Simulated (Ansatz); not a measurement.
The starting structures come from a database of crystals and need not be the phases stable at ambient conditions.

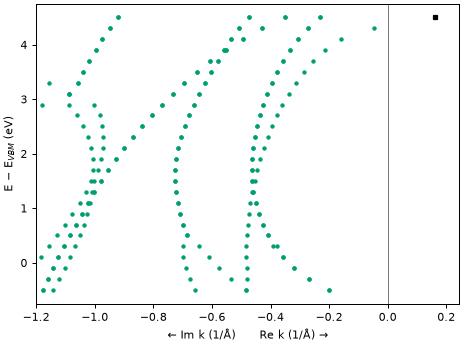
Figure: Complex bands at the centre of the two-dimensional zone; r2SCAN in Ansatz (a quantum-chemistry and plane-wave program)

No gap correction and no spin-orbit coupling; mid-gap is the computed energy nearest the middle.

### Question
This is Li$_{3}$AlH$_{6}$ (R-3, 20 atoms a cell, 8.6 Å³ an atom) along the normal of (101). Read off the slowest decay at the centre of the two-dimensional zone at 2.10 eV, the computed energy nearest the middle of the gap.

### Answer
κ ≈ 0.42 1/Å, a decay length 1/(2κ) of the density of 1.2 Å.
